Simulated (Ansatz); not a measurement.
System: YbC.

Input file:

```
crystal:
  lattice:
    - [3.4753139443, 0.0, 0.0]
    - [-1.7376569722, 3.0097101619, 0.0]
    - [0.0, 0.0, 3.1392731616]
  atoms:
    - { symbol: Yb, position: [0.0, 0.0, 0.0], spin: 0.05 }
    - { symbol: C, position: [0.6666666667, 0.3333333333, 0.5] }
basis:
  ecutwfc: 420
  ecutrho_ratio: 4
kpoints:
  mp_grid: { grid: [12, 12, 10] }
hamiltonian:
  xc: pbe
scf:
  occupations: { method: gaussian, width: 0.05 }
output:
  forces: true
  stress: true
  eigenvalues: true
  populations: true
  write_density: true
  write_potential: true
  elf: true
  volumetric_format: npy
magnetization:
  spin_polarized: true
relax:
  f_tol: 0.01
  max_steps: 40
  cell: { stress_tol: 0.1, fix: [volume] }
```

Command:

```sh
ansatz run input.yaml --threads 2 --pin off --max-ram 2662MiB --backend cpu --events-out ev --progress --plain --runs-dir out
```

Below, planes, directions and counts refer to the conventional cell (a = 3.48 Å, b = 3.48 Å, c = 3.14 Å, α = 90.00°, β = 90.00°, γ = 120.00°).

Space group P-6m2; started from the WC prototype, which need not be the ambient phase; changed on purpose from its base cell (volume × 1.040); computed pressure about −3 GPa in this cell; the SCF solution may not be the lowest one; no Hubbard U on the f states and no spin–orbit coupling; the program warned that a starting moment wasn't kept; spin-polarised, but the moments vanished.

Level of theory: DFT PBE, scalar-relativistic, plane waves, PAW (Ansatz).

Question: Predict the valence pseudo-density and electron localisation function between the atoms.

Answer: Yb–C (2.55 Å): ρ is about 0.3 e/Å³ halfway; the ELF peaks at about 0.80 in the valence shell of C, 0.7 Å from its nucleus, and is about 0.15 at the midpoint; no localised pair shows between them.

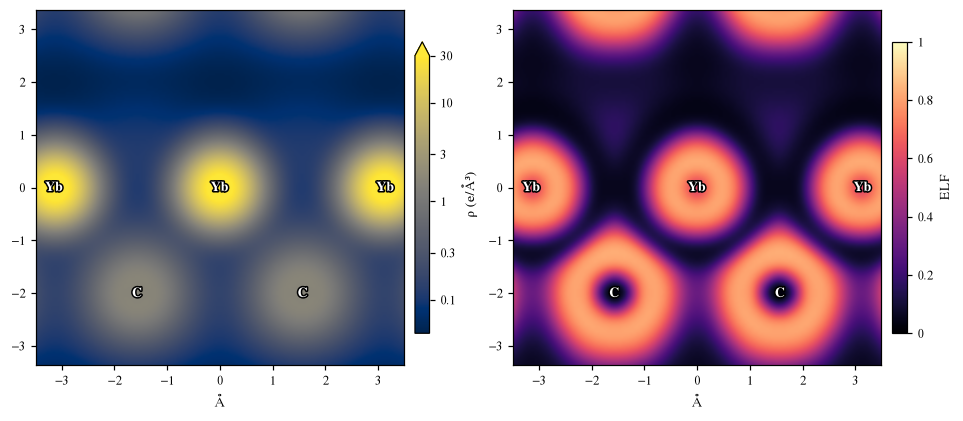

Computed valence pseudo-density and electron localisation function on the (110) plane of the conventional cell, in this order. 

The density is the valence pseudo-density of a PAW calculation; it isn't the true density close to the nuclei.
